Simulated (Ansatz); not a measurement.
# wB97M-V/STO-3G run of HOCN (cyanic acid)

Aim: the electronic atomisation energy of HOCN (cyanic acid) at wB97M-V/STO-3G, from 5 runs. 

Program for the calculation: Ansatz 0.2.0.

71 further runs of the same task are left out: 2 that didn't finish, 69 set aside as unsound or not needed.

### Step 1. Starting point

The species is HOCN (4 atoms), meant as a singlet with charge 0. As SMILES, `N#CO`. The coordinates come from a PBE0-D4/def2-TZVP relaxation.

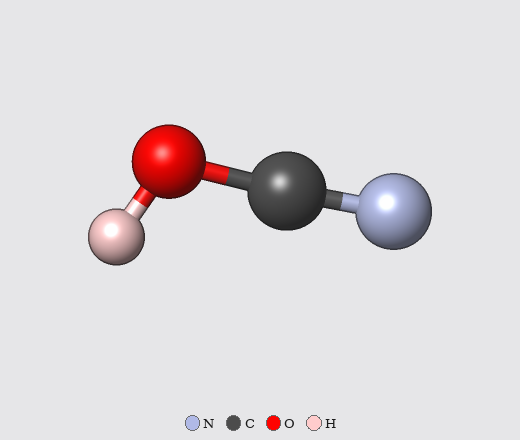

Viewed from a chosen angle; nitrogen light blue, carbon dark grey, oxygen red, hydrogen pink.

### Step 2. A single-point energy at wB97M-V/STO-3G

Contents of in.yaml:

```yaml
basis:
  gaussian: {orbitals: STO-3G}
crystal:
  periodic: [false, false, false]
  atoms:
    - {symbol: N, position_ang: [-1.343020, -0.163260, 0.884430]}
    - {symbol: C, position_ang: [-0.431900, 0.072570, 0.218870]}
    - {symbol: O, position_ang: [0.558270, 0.398850, -0.541130]}
    - {symbol: H, position_ang: [1.216640, -0.308160, -0.562170]}
hamiltonian: {xc: {name: wB97M-V}}
accuracy: high
```

The run is started by

```console
$ ansatz run in.yaml --threads 1 --pin off --max-ram 3480MiB --events-out events.jsonl --progress --plain --runs-dir runs
```

Standard output:

```text
Warning: RAYON_NUM_THREADS=1 ignored (pool sized by the plan → 1); use --threads N
Functional definition: wB97M-V
  name "wB97M-V"
  parameter omega = 0.3/bohr
  parameter cx = 0.15
  parameter cx01 = 1.007
  parameter cx10 = 0.259
  parameter css00 = 0.443
  parameter css04 = -1.437
  parameter css10 = -4.535
  parameter css20 = -3.390
  parameter css43 = 4.278
  parameter cos00 = 1.000
  parameter cos10 = 1.358
  parameter cos20 = 2.924
  parameter cos21 = -8.812
  parameter cos60 = -1.390
  parameter cos61 = 9.142
  parameter b = 6.0
  parameter c = 0.01
  gx(w, u) = 1 - cx + cx01*u + cx10*w
  gss(w, u) = css00 + css04*u^4 + css10*w + css20*w^2 + css43*w^4*u^3
  gos(w, u) = cos00 + cos10*w + (cos20 + cos21*u)*w^2 + (cos60 + cos61*u)*w^6
  exchange = spin_sum(e_x_unif_sr(omega)*gx(b97_w, b97_u_x)) + cx*exact_x_sr(omega) + exact_x_lr(omega)
  correlation = spin_sum(e_c_pw_mod_same_spin*gss(b97_w, b97_u_same))
      + integral(e_c_pw_mod_opposite_spin*gos(b97_w_opposite, b97_u_opposite)) + vv10(b, c)
274 factors; integrals over basis functions are off by at most 3.1e-8 eV
123 factors; integrals over basis functions are off by at most 7.4e-10 eV
mean field evaluation 1: about -4522.3827 eV, gradient 4.1e1 eV
mean field evaluation 2: about -4518.1275 eV, gradient 6.0e1 eV
mean field evaluation 4: about -4527.1573 eV, gradient 1.4e0 eV
mean field evaluation 8: about -4527.1187 eV, gradient 8.5e-3 eV
mean field evaluation 16: about -4527.1187 eV, gradient 5.6e-7 eV
mean field -4527.11865561 eV, -166.3685420026 hartree, gradient 2.3e-8 eV, S^2 0.000000; 0 other end points of the search recorded, 0 dependent functions left out
reference -4527.11865721 eV, -166.3685420613 hartree; 11, 11 occupied and 5, 5 virtual orbitals, 274 factors
Total energy: -4527.11865721 eV, -166.3685420613 hartree
```

Run time: 4.5 s. Hardware: 1 thread of Intel Xeon 6975P-C (Granite Rapids), shared host; peak memory 0.22 GiB.

### Step 3. The C atom, same level

Contents of molecule.yaml:

```yaml
crystal:
  periodic: [false, false, false]
  atoms:
    - {symbol: C, position_ang: [0.000000, 0.000000, 0.000000]}
basis:
  gaussian: {orbitals: STO-3G}
magnetization: {spin_polarized: true, initial_magnetization: 2}
accuracy: high
hamiltonian: {xc: {name: wB97M-V}}
```

Run the same way, it converges to -37.34862 Eh (log not shown).

### Step 4. The H atom at the same level

Contents of job.yaml:

```yaml
crystal:
  periodic: [false, false, false]
  atoms:
    - symbol: H
      position_ang: [0.000000, 0.000000, 0.000000]
basis:
  gaussian: {orbitals: STO-3G}
magnetization: {spin_polarized: true, initial_magnetization: 1}
hamiltonian: {xc: {name: wB97M-V}}
accuracy: high
```

The run is started by

```console
$ ansatz run job.yaml --threads 1 --pin off --max-ram 3480MiB --events-out events.jsonl --progress --plain --runs-dir runs
```

Standard output (excerpt; [...] marks lines left out):

```text
Warning: RAYON_NUM_THREADS=1 ignored (pool sized by the plan → 1); use --threads N
Functional definition: wB97M-V
  name "wB97M-V"
[...]
  gx(w, u) = 1 - cx + cx01*u + cx10*w
  gss(w, u) = css00 + css04*u^4 + css10*w + css20*w^2 + css43*w^4*u^3
  gos(w, u) = cos00 + cos10*w + (cos20 + cos21*u)*w^2 + (cos60 + cos61*u)*w^6
[...]
      + integral(e_c_pw_mod_opposite_spin*gos(b97_w_opposite, b97_u_opposite)) + vv10(b, c)
1 factors; integrals over basis functions are off by at most 4.6e-10 eV
1 factors; integrals over basis functions are off by at most 2.9e-10 eV
[...]
mean field -12.42314868 eV, -0.4565422933 hartree, gradient 0.0e0 eV, S^2 0.750000; 0 other end points of the search recorded, 0 dependent functions left out
reference -12.42314998 eV, -0.4565423410 hartree; 1, 0 occupied and 0, 1 virtual orbitals, 1 factors
Total energy: -12.42314998 eV, -0.4565423410 hartree
```

Run time: 0.22 s. Hardware: 1 thread of Intel Xeon 6975P-C (Granite Rapids), shared host.

### Step 5. The N atom at the same level

Contents of molecule.yaml:

```yaml
crystal:
  periodic: [false, false, false]
  atoms:
    - {symbol: "N", position_ang: [0.000000, 0.000000, 0.000000]}
basis:
  gaussian:
    orbitals: STO-3G
accuracy: high
hamiltonian:
  xc: {name: wB97M-V}
magnetization:
  spin_polarized: true
  initial_magnetization: 3
```

The run is started by

```console
$ ansatz run molecule.yaml --threads 1 --pin off --max-ram 3480MiB --events-out events.jsonl --progress --plain --runs-dir runs
```

Standard output (excerpt; [...] marks lines left out):

```text
Warning: RAYON_NUM_THREADS=1 ignored (pool sized by the plan → 1); use --threads N
Functional definition: wB97M-V
  name "wB97M-V"
[...]
  gx(w, u) = 1 - cx + cx01*u + cx10*w
  gss(w, u) = css00 + css04*u^4 + css10*w + css20*w^2 + css43*w^4*u^3
  gos(w, u) = cos00 + cos10*w + (cos20 + cos21*u)*w^2 + (cos60 + cos61*u)*w^6
[...]
      + integral(e_c_pw_mod_opposite_spin*gos(b97_w_opposite, b97_u_opposite)) + vv10(b, c)
15 factors; integrals over basis functions are off by at most 1.1e-9 eV
15 factors; integrals over basis functions are off by at most 3.3e-10 eV
[...]
mean field -1466.45711818 eV, -53.8913050929 hartree, gradient 0.0e0 eV, S^2 3.750000; 0 other end points of the search recorded, 0 dependent functions left out
reference -1466.45711892 eV, -53.8913051199 hartree; 5, 2 occupied and 0, 3 virtual orbitals, 15 factors
Total energy: -1466.45711892 eV, -53.8913051199 hartree
```

Run time: 0.54 s. Hardware: 1 thread of Intel Xeon 6975P-C (Granite Rapids), shared host; peak memory 0.16 GiB.

### Step 6. The O atom at the same level

Contents of job.yaml:

```yaml
crystal:
  periodic: [false, false, false]
  atoms:
    - {symbol: O, position_ang: [0.000000, 0.000000, 0.000000]}
basis:
  gaussian:
    orbitals: STO-3G
magnetization:
  spin_polarized: true
  initial_magnetization: 2
hamiltonian:
  xc: {name: wB97M-V}
accuracy: high
```

Run the same way, it converges to -74.04146 Eh (log not shown).

### Step 7. Results

Level: wB97M-V/STO-3G.

```
                     quantity          value
       molecule: total energy  -166.36854 Eh
         C atom: total energy   -37.34862 Eh
                 C atom: ⟨S²⟩          2.000
         H atom: total energy    -0.45654 Eh
                 H atom: ⟨S²⟩          0.750
         N atom: total energy   -53.89131 Eh
                 N atom: ⟨S²⟩          3.750
         O atom: total energy   -74.04146 Eh
                 O atom: ⟨S²⟩          2.000
electronic atomisation energy      17.160 eV
```

**Reading.** Taking the molecule apart into free atoms costs 17.16 eV (396 kcal/mol), before zero-point energy and without spin-orbit coupling. In a minimal basis such a difference can be off by several eV, whatever the method.
